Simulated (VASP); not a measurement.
# O on Cu(111): binding against coverage, part 5 of 10

Aim: adsorption energy and work function of O on Cu(111) from low coverage to a full layer.

VASP 6.6.1, plane waves and PAW; the level of theory is named at each step.

So far. Step 7 (The vacuum level with the adsorbate, coverage 1/1 …): The vacuum level lies 8.27 eV above the Fermi level at the upper face; the two faces differ by 3.44 eV, the step that the slab's dipole of 0.109 e·Å makes. Step 8 (Relaxing the slab, cell 2 x 2, k-mesh 6×6×1): The run ended after 13 ionic steps, 0.015 eV below its first step, once the forces on the free atoms met EDIFFG = -0.03.

## Step 9: The vacuum level, cell 2 x 2, k-mesh 6×6×1

Level of this step: PBE; plane waves and PAW (Cu) (VASP).

INCAR

```
SYSTEM = Cu
PREC = Normal
ENCUT = 440
EDIFF = 1E-06
NELM = 120
ISMEAR = 1
SIGMA = 0.15
LREAL = Auto
ALGO = Fast
GGA = PE
NBANDS = 109
LASPH = .TRUE.
LORBIT = 11
LWAVE = .FALSE.
LCHARG = .FALSE.
KPAR = 4
NCORE = 2
IDIPOL = 3
LDIPOL = .TRUE.
DIPOL = 0.5 0.5 0.499
LVHAR = .TRUE.
LVACPOTAV = .TRUE.
```

POSCAR

```
Cu
1.0
    5.1420389776      0.0000000000      0.0000000000
    2.5710194888      4.4531363819      0.0000000000
    0.0000000000      0.0000000000     21.2976858663
Cu
16
Selective dynamics
Direct
    0.0000000000      0.0000000000      0.3521509400  F F F
    0.5000000000      0.0000000000      0.3521509400  F F F
    0.0000000000      0.5000000000      0.3521509400  F F F
    0.5000000000      0.5000000000      0.3521509400  F F F
    0.1666666700      0.1666666700      0.4507169800  F F F
    0.6666666700      0.1666666700      0.4507169800  F F F
    0.1666666700      0.6666666700      0.4507169800  F F F
    0.6666666700      0.6666666700      0.4507169800  F F F
    0.8333333300      0.3333333300      0.5478707007  T T T
    0.3333333300      0.3333333300      0.5478707007  T T T
    0.8333333300      0.8333333300      0.5478707007  T T T
    0.3333333300      0.8333333300      0.5478707007  T T T
    0.0000000000      0.0000000000      0.6447259439  T T T
    0.5000000000      0.0000000000      0.6447259439  T T T
    0.0000000000      0.5000000000      0.6447259439  T T T
    0.5000000000      0.5000000000      0.6447259439  T T T
```

KPOINTS

```
Automatic mesh
0
Gamma
6 6 1
0 0 0
```

Potentials, in the order of the species: Cu (PBE family, release 64).

The run is started by

```sh
$ mpirun -np 8 vasp_std
```

Output:

```text
[... set-up lines as in an earlier step ...]
 entering main loop
       N       E                     dE             d eps       ncg     rms          rms(c)
DAV:   1     0.159154336756E+04    0.15915E+04   -0.68271E+04  1526   0.185E+03
DAV:   2     0.143335604185E+03   -0.14482E+04   -0.13971E+04  1526   0.419E+02
DAV:   3    -0.582333457492E+02   -0.20157E+03   -0.18422E+03  1544   0.205E+02
DAV:   4    -0.686203253781E+02   -0.10387E+02   -0.10136E+02  1700   0.647E+01
[...]
RMM:  24    -0.559635382770E+02   -0.12074E-04   -0.73242E-07  1051   0.412E-03    0.116E-03
RMM:  25    -0.559635393044E+02   -0.10274E-05   -0.17547E-07   973   0.299E-03    0.216E-04
RMM:  26    -0.559635396959E+02   -0.39157E-06   -0.55318E-08   918   0.124E-03
 [... a notice as in an earlier step ...]

   1 F= -.55963540E+02 E0= -.55959006E+02  d E =-.136012E-01
```

Run time: 54 s. Hardware: 8 MPI ranks of AMD EPYC 7R43, shared host; peak memory 1.9 GiB.

From OUTCAR (step 9):

```text
  Total       -4.7515187     -4.7515187     -1.7852794      0.0000000      0.0000000      0.0000000
  in kB      -15.6102282    -15.6102282     -5.8652022      0.0000000      0.0000000      0.0000000
  external PRESSURE =     -12.3618862 kB  Pullay stress =       0.0000000 kB

 POSITION                                       TOTAL-FORCE (eV/Angst)
 -----------------------------------------------------------------------------------
      0.00000      0.00000      7.50000         0.000000     -0.000000      0.103716
      2.57102      0.00000      7.50000         0.000000      0.000000      0.103716
      1.28551      2.22657      7.50000        -0.000000     -0.000000      0.103716
      3.85653      2.22657      7.50000         0.000000      0.000000      0.103716
      1.28551      0.74219      9.59923         0.000000     -0.000000     -0.098645
      3.85653      0.74219      9.59923        -0.000000     -0.000000     -0.098645
      2.57102      2.96876      9.59923        -0.000000     -0.000000     -0.098645
      5.14204      2.96876      9.59923        -0.000000     -0.000000     -0.098645
      5.14204      1.48438     11.66838         0.000000     -0.000000     -0.034497
      2.57102      1.48438     11.66838         0.000000      0.000000     -0.034497
      6.42755      3.71095     11.66838         0.000000      0.000000     -0.034497
      3.85653      3.71095     11.66838         0.000000      0.000000     -0.034497
      0.00000      0.00000     13.73117        -0.000000     -0.000000      0.029426
      2.57102      0.00000     13.73117        -0.000000      0.000000      0.029426
      1.28551      2.22657     13.73117        -0.000000     -0.000000      0.029426
      3.85653      2.22657     13.73117        -0.000000     -0.000000      0.029426
 -----------------------------------------------------------------------------------
    total drift:                               -0.000017     -0.000010     -0.018890

  FREE ENERGIE OF THE ION-ELECTRON SYSTEM (eV)
  ---------------------------------------------------
  free  energy   TOTEN  =       -55.9635396959 eV

  energy  without entropy=      -55.9499385242  energy(sigma->0) =      -55.95900597

[... 2 parts as in an earlier step ...]

[... 1 further part left out ...]
[key lines of the parts left out:]
E-fermi :   0.0242
```

The planar average of the electrostatic potential oscillates, so the rows of the table below give means over windows of 2 Å about each position, cut where the curve ends. Its maxima inside the range that stand out by 2 % of the span (Å: eV): 8.6: 0.612, 10.6: 0.470, 12.7: 0.355. Its minima: 7.5: -14.7, 9.6: -14.8, 11.7: -14.8, 13.7: -14.7.

Zero at the Fermi level. Table of planar average of the electrostatic potential by height; means over each step:

| height (Å) | planar average of the electrostatic potential (eV) |
| --- | --- |
| 0 | 4.80 |
| 2 | 4.80 |
| 4 | 4.78 |
| 6 | 2.38 |
| 8 | -7.24 |
| 10 | -7.50 |
| 12 | -7.59 |
| 14 | -7.02 |
| 16 | 4.47 |
| 18 | 4.78 |
| 20 | 4.78 |

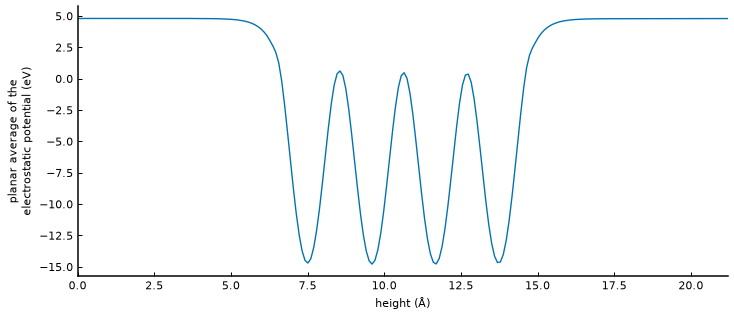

Planar average of the electrostatic potential, plotted against height.

The vacuum level lies 4.78 eV above the Fermi level at the upper face; both faces agree, as the slab has next to no dipole.

The program found no field-free point at its default tolerance, but its printed level agrees with the flat part of the planar average.

## Step 10: Relaxing the adsorbate, coverage 1/4, k-mesh 6×6×1

This step: PBE, no spin polarisation; plane waves and PAW (Cu, O) (VASP 6.6.1).

System of this step: Cu16O (Cu(111)). The cell holds 17 atoms: 16 Cu and 1 O. Cell: a = 5.142 Å, b = 5.142 Å, c = 21.298 Å, α = 90.0°, β = 90.0°, γ = 60.0°. It derives from Cu. 1 O over fcc sites of a 2 x 2 cell of Cu(111). Vacuum lies along c.

INCAR

```
SYSTEM = Cu16O
PREC = Normal
ENCUT = 440
EDIFF = 1E-05
NELM = 120
ISMEAR = 1
SIGMA = 0.15
LREAL = Auto
ALGO = Fast
GGA = PE
NBANDS = 112
LASPH = .TRUE.
LORBIT = 11
LWAVE = .FALSE.
LCHARG = .FALSE.
KPAR = 4
NCORE = 2
IBRION = 2
NSW = 45
ISIF = 2
EDIFFG = -0.03
POTIM = 0.4
MAXMIX = 40
IDIPOL = 3
LDIPOL = .TRUE.
DIPOL = 0.5 0.5 0.511
```

POSCAR

```
Cu16O
1.0
    5.1420389776      0.0000000000      0.0000000000
    2.5710194888      4.4531363819      0.0000000000
    0.0000000000      0.0000000000     21.2976858663
Cu O
16 1
Selective dynamics
Direct
    0.0000000000      0.0000000000      0.3521509400  F F F
    0.5000000000      0.0000000000      0.3521509400  F F F
    0.0000000000      0.5000000000      0.3521509400  F F F
    0.5000000000      0.5000000000      0.3521509400  F F F
    0.1666666700      0.1666666700      0.4507169800  F F F
    0.6666666700      0.1666666700      0.4507169800  F F F
    0.1666666700      0.6666666700      0.4507169800  F F F
    0.6666666700      0.6666666700      0.4507169800  F F F
    0.8333333300      0.3333333300      0.5478707000  T T T
    0.3333333300      0.3333333300      0.5478707000  T T T
    0.8333333300      0.8333333300      0.5478707000  T T T
    0.3333333300      0.8333333300      0.5478707000  T T T
    0.0000000000      0.0000000000      0.6447259400  T T T
    0.5000000000      0.0000000000      0.6447259400  T T T
    0.0000000000      0.5000000000      0.6447259400  T T T
    0.5000000000      0.5000000000      0.6447259400  T T T
    0.1666666700      0.1666666700      0.6987224200  T T T
```

KPOINTS is that of step 9.

The projector-augmented-wave data sets are Cu and O (PBE family, release 64).

The run is started by

```sh
$ mpirun -np 8 vasp_std
```

Output:

```text
[banner, memory and clock lines left out]
running    8 mpi-ranks, on    1 nodes
[...]
LDA part: xc-table for (Slater+PW92), standard interpolation
 POSCAR, INCAR and KPOINTS ok, starting setup
[...]
entering main loop
       N       E                     dE             d eps       ncg     rms          rms(c)
DAV:   1     0.172221017083E+04    0.17222E+04   -0.70726E+04  1568   0.189E+03
DAV:   2     0.199648891982E+03   -0.15226E+04   -0.14697E+04  1568   0.436E+02
DAV:   3    -0.496479771209E+02   -0.24930E+03   -0.23171E+03  1864   0.217E+02
DAV:   4    -0.769209844595E+02   -0.27273E+02   -0.25393E+02  2184   0.770E+01
[...]
RMM:  25    -0.623695292026E+02   -0.53878E-04   -0.68355E-06   929   0.142E-02    0.815E-03
RMM:  26    -0.623695427188E+02   -0.13516E-04   -0.34216E-06   916   0.926E-03    0.417E-03
RMM:  27    -0.623695500172E+02   -0.72984E-05   -0.16320E-06   904   0.596E-03
   1 F= -.62369550E+02 E0= -.62369102E+02  d E =-.623696E+02
[... from here on, the cycles between the ionic steps are left out ...]
   2 F= -.62421083E+02 E0= -.62420433E+02  d E =-.515327E-01
   3 F= -.62424394E+02 E0= -.62423672E+02  d E =-.548444E-01
   4 F= -.62445293E+02 E0= -.62444661E+02  d E =-.208988E-01
   5 F= -.62458272E+02 E0= -.62457726E+02  d E =-.338775E-01
   6 F= -.62459463E+02 E0= -.62458929E+02  d E =-.350687E-01
   7 F= -.62464047E+02 E0= -.62463551E+02  d E =-.458356E-02
   8 F= -.62467470E+02 E0= -.62467062E+02  d E =-.800710E-02
   9 F= -.62469250E+02 E0= -.62468763E+02  d E =-.178022E-02
  10 F= -.62469250E+02 E0= -.62468773E+02  d E =-.177998E-02
  11 F= -.62470281E+02 E0= -.62469748E+02  d E =-.103125E-02
  12 F= -.62470935E+02 E0= -.62470324E+02  d E =-.168433E-02
[...]
reached required accuracy - stopping structural energy minimisation
```

Elapsed: 3.8 min, on 8 MPI ranks; peak memory 2.2 GiB.

Parts of OUTCAR (step 10):

```text
  Total       -1.7184042     -1.7184042     -1.4688339      0.0000000      0.0000000      0.0000000
  in kB       -5.6454962     -5.6454962     -4.8255797      0.0000000      0.0000000      0.0000000
  external PRESSURE =      -5.3721907 kB  Pullay stress =       0.0000000 kB

 POSITION                                       TOTAL-FORCE (eV/Angst)
 -----------------------------------------------------------------------------------
      0.00000      0.00000      7.50000        -0.038975     -0.022502      0.098887
      2.57102      0.00000      7.50000         0.038975     -0.022502      0.098887
      1.28551      2.22657      7.50000        -0.000000      0.045004      0.098887
      3.85653      2.22657      7.50000         0.000000     -0.000000      0.135809
      1.28551      0.74219      9.59923        -0.000000     -0.000000     -0.169732
      3.85653      0.74219      9.59923        -0.000000     -0.121995     -0.130781
      2.57102      2.96876      9.59923        -0.105651      0.060998     -0.130781
      5.14204      2.96876      9.59923         0.105651      0.060998     -0.130781
      5.14966      1.47998     11.64653         0.012390     -0.007154      0.004995
      2.56340      1.47998     11.64653        -0.012390     -0.007154      0.004995
      6.42755      3.71095     11.72517         0.000000     -0.000000      0.023355
      3.85653      3.71974     11.64653        -0.000000      0.014307      0.004995
      7.66936      4.42791     13.79400         0.007827      0.004519      0.018353
      5.18574      4.42791     13.79400        -0.007827      0.004519      0.018353
[...]
-----------------------------------------------------------------------------------
    total drift:                               -0.000007     -0.000004     -0.001297

  FREE ENERGIE OF THE ION-ELECTRON SYSTEM (eV)
  ---------------------------------------------------
  free  energy   TOTEN  =       -62.4709345259 eV

  energy  without entropy=      -62.4691024668  energy(sigma->0) =      -62.47032384

[... 2 parts as in an earlier step ...]

[... 2 further parts left out ...]
[key lines of the parts left out:]
E-fermi :  -0.0792
```

Step by step:

| step | energy less that of the first step (eV) | largest force (eV/Å) |
| --- | --- | --- |
| 1 | 0.0000 | 0.7600 |
| 2 | -0.0515 | 0.3100 |
| 3 | -0.0548 | 0.4545 |
| 4 | -0.0757 | 0.2469 |
| 5 | -0.0887 | 0.1991 |
| 6 | -0.0899 | 0.1838 |
| 7 | -0.0945 | 0.1512 |
| 8 | -0.0979 | 0.2081 |
| 9 | -0.0997 | 0.0780 |
| 10 | -0.0997 | 0.0747 |
| 11 | -0.1007 | 0.0352 |
| 12 | -0.1014 | 0.0281 |

The atoms that moved most (Å):

| atom | dx | dy | dz | length |
| --- | --- | --- | --- | --- |
| Cu16 | 0.000 | 0.000 | -0.112 | 0.112 |
| Cu13 | -0.044 | -0.025 | 0.063 | 0.081 |
| Cu14 | 0.044 | -0.025 | 0.063 | 0.081 |
| Cu15 | 0.000 | 0.050 | 0.063 | 0.081 |
| Cu11 | 0.000 | 0.000 | 0.057 | 0.057 |
| Cu10 | -0.008 | -0.004 | -0.022 | 0.024 |
| Cu9 | 0.008 | -0.004 | -0.022 | 0.024 |
| Cu12 | 0.000 | 0.009 | -0.022 | 0.024 |

The relaxed structure:

```cif
data_structure
_symmetry_space_group_name_H-M 'P 1'
_symmetry_Int_Tables_number 1
_cell_length_a 5.1420
_cell_length_b 5.1420
_cell_length_c 21.2977
_cell_angle_alpha 90.000
_cell_angle_beta 90.000
_cell_angle_gamma 60.000
_cell_volume 487.68
loop_
_atom_site_label
_atom_site_type_symbol
_atom_site_fract_x
_atom_site_fract_y
_atom_site_fract_z
_atom_site_occupancy
Cu1 Cu 0.00000 0.00000 0.35215 1
Cu2 Cu 0.50000 0.00000 0.35215 1
Cu3 Cu 0.00000 0.50000 0.35215 1
Cu4 Cu 0.50000 0.50000 0.35215 1
Cu5 Cu 0.16667 0.16667 0.45072 1
Cu6 Cu 0.66667 0.16667 0.45072 1
Cu7 Cu 0.16667 0.66667 0.45072 1
Cu8 Cu 0.66667 0.66667 0.45072 1
Cu9 Cu 0.83531 0.33235 0.54684 1
Cu10 Cu 0.33235 0.33235 0.54684 1
Cu11 Cu 0.83333 0.83333 0.55054 1
Cu12 Cu 0.33235 0.83531 0.54684 1
Cu13 Cu 0.99433 0.99433 0.64768 1
Cu14 Cu 0.51133 0.99433 0.64768 1
Cu15 Cu 0.99433 0.51133 0.64768 1
Cu16 Cu 0.50000 0.50000 0.63948 1
O17 O 0.16667 0.16667 0.69913 1
```

The run ended after 12 ionic steps, 0.101 eV below its first step, once the forces on the free atoms met EDIFFG = -0.03.

## Step 11: The vacuum level with the adsorbate, coverage 1/4, k-mesh 6×6×1

INCAR

```
SYSTEM = Cu16O
PREC = Normal
ENCUT = 440
EDIFF = 1E-06
NELM = 120
ISMEAR = 1
SIGMA = 0.15
LREAL = Auto
ALGO = Fast
GGA = PE
NBANDS = 112
LASPH = .TRUE.
LORBIT = 11
LWAVE = .FALSE.
LCHARG = .FALSE.
KPAR = 4
NCORE = 2
IDIPOL = 3
LDIPOL = .TRUE.
DIPOL = 0.5 0.5 0.511
LVHAR = .TRUE.
LVACPOTAV = .TRUE.
```

POSCAR

```
Cu16O
1.0
    5.1420389776      0.0000000000      0.0000000000
    2.5710194888      4.4531363819      0.0000000000
    0.0000000000      0.0000000000     21.2976858663
Cu O
16 1
Selective dynamics
Direct
    0.0000000000      0.0000000000      0.3521509400  F F F
    0.5000000000      0.0000000000      0.3521509400  F F F
    0.0000000000      0.5000000000      0.3521509400  F F F
    0.5000000000      0.5000000000      0.3521509400  F F F
    0.1666666700      0.1666666700      0.4507169800  F F F
    0.6666666700      0.1666666700      0.4507169800  F F F
    0.1666666700      0.6666666700      0.4507169800  F F F
    0.6666666700      0.6666666700      0.4507169800  F F F
    0.8353086404      0.3323456748      0.5468446555  T T T
    0.3323456748      0.3323456748      0.5468446555  T T T
    0.8333333300      0.8333333300      0.5505373930  T T T
    0.3323456748      0.8353086404      0.5468446555  T T T
    0.9943346734      0.9943346734      0.6476758758  T T T
    0.5113306531      0.9943346734      0.6476758758  T T T
    0.9943346734      0.5113306531      0.6476758758  T T T
    0.5000000000      0.5000000000      0.6394828879  T T T
    0.1666666700      0.1666666700      0.6991343711  T T T
```

KPOINTS is that of step 10.

The run is started by

```sh
$ mpirun -np 8 vasp_std
```

Output:

```text
[... set-up lines as in an earlier step ...]
 entering main loop
       N       E                     dE             d eps       ncg     rms          rms(c)
DAV:   1     0.172160995915E+04    0.17216E+04   -0.70743E+04  1568   0.189E+03
DAV:   2     0.199701453398E+03   -0.15219E+04   -0.14687E+04  1568   0.436E+02
DAV:   3    -0.492262680703E+02   -0.24893E+03   -0.23097E+03  1832   0.217E+02
DAV:   4    -0.772753776862E+02   -0.28049E+02   -0.26463E+02  2184   0.779E+01
[...]
RMM:  30    -0.624709356458E+02   -0.21469E-05   -0.11250E-07  1031   0.213E-03    0.732E-04
RMM:  31    -0.624709375080E+02   -0.18623E-05   -0.84845E-08  1027   0.169E-03    0.791E-04
RMM:  32    -0.624709380502E+02   -0.54214E-06   -0.62248E-08   988   0.184E-03
 [... a notice as in an earlier step ...]

   1 F= -.62470938E+02 E0= -.62470321E+02  d E =-.185116E-02
```

Elapsed: 67 s, on 8 MPI ranks; peak memory 1.9 GiB; 8.3 min of CPU time.

From OUTCAR (step 11):

```text
  Total       -1.9688850     -1.9688850     -1.7205040      0.0000000      0.0000000      0.0000000
  in kB       -6.4684044     -6.4684044     -5.6523947      0.0000000      0.0000000      0.0000000
  external PRESSURE =      -6.1964012 kB  Pullay stress =       0.0000000 kB

 POSITION                                       TOTAL-FORCE (eV/Angst)
 -----------------------------------------------------------------------------------
      0.00000      0.00000      7.50000        -0.038938     -0.022481      0.098250
      2.57102      0.00000      7.50000         0.038938     -0.022481      0.098250
      1.28551      2.22657      7.50000        -0.000000      0.044961      0.098250
      3.85653      2.22657      7.50000        -0.000000     -0.000000      0.135197
      1.28551      0.74219      9.59923        -0.000000     -0.000000     -0.170509
      3.85653      0.74219      9.59923        -0.000000     -0.121716     -0.130789
      2.57102      2.96876      9.59923        -0.105409      0.060858     -0.130789
      5.14204      2.96876      9.59923         0.105409      0.060858     -0.130789
      5.14966      1.47998     11.64653         0.007698     -0.004444     -0.000624
      2.56340      1.47998     11.64653        -0.007698     -0.004444     -0.000624
      6.42755      3.71095     11.72517        -0.000000     -0.000000      0.025955
      3.85653      3.71974     11.64653        -0.000000      0.008889     -0.000624
      7.66936      4.42791     13.79400         0.008334      0.004811      0.024240
      5.18574      4.42791     13.79400        -0.008334      0.004811      0.024240
[...]
-----------------------------------------------------------------------------------
    total drift:                               -0.000006     -0.000004      0.008477

  FREE ENERGIE OF THE ION-ELECTRON SYSTEM (eV)
  ---------------------------------------------------
  free  energy   TOTEN  =       -62.4709380502 eV

  energy  without entropy=      -62.4690868867  energy(sigma->0) =      -62.47032100

[... 2 parts as in an earlier step ...]

[... 1 further part left out ...]
[key lines of the parts left out:]
E-fermi :  -0.0805
```

The planar average of the electrostatic potential oscillates, so the rows of the table below give means over windows of 2 Å about each position, cut where the curve ends. Its maxima inside the range that stand out by 2 % of the span (Å: eV): 8.6: 0.577, 10.6: 0.381, 12.7: 0.229. Its minima: 7.5: -14.7, 9.6: -14.9, 11.7: -14.8, 13.8: -14.8.

Zero at the Fermi level. Table of planar average of the electrostatic potential by height; means over each step:

| height (Å) | planar average of the electrostatic potential (eV) |
| --- | --- |
| 0 | 4.93 |
| 2 | 4.74 |
| 4 | 4.73 |
| 6 | 2.34 |
| 8 | -7.26 |
| 10 | -7.58 |
| 12 | -7.61 |
| 14 | -7.95 |
| 16 | 4.75 |
| 18 | 5.70 |
| 20 | 5.70 |

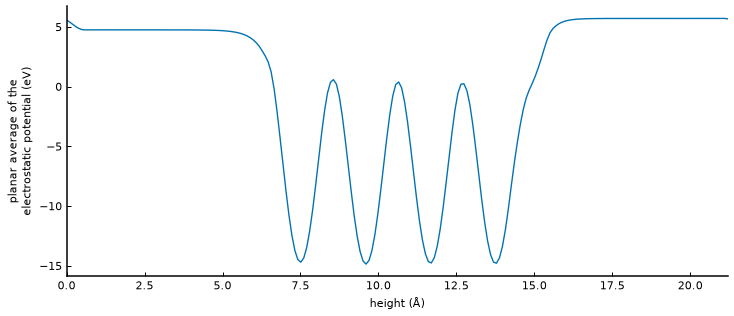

Planar average of the electrostatic potential, plotted against height.

At the end the adsorbate's closest contact with the slab is O-Cu at 1.89 Å, 1.53 Å to the side of the slab's atom, and its lowest atom lies 1.10 Å above the highest atom of the slab.

The vacuum level lies 5.70 eV above the Fermi level at the upper face; the two faces differ by 0.96 eV, the step that the slab's dipole of 0.121 e·Å makes.

VASP counts the dipole in electrons times Å, so a positive number points the physical dipole along −c.

The program found no field-free point at its default tolerance, but its printed level agrees with the flat part of the planar average.

[end of part 5 of 10]

[Lines on the potential files, build, host, timing and source positions are cut from VASP's logs without a mark.]

[Logs are printed without paths, hosts, clocks, repeated set-up lines and the standing remarks that a program may print on its own settings, such as how far it seeks lower states.]

[Hosts, paths, dates, database ids (printed as entryN), source tags and the programs' standing remarks are cut or masked in the printed files.]

[Runs that stopped without an error message from VASP are left out.]
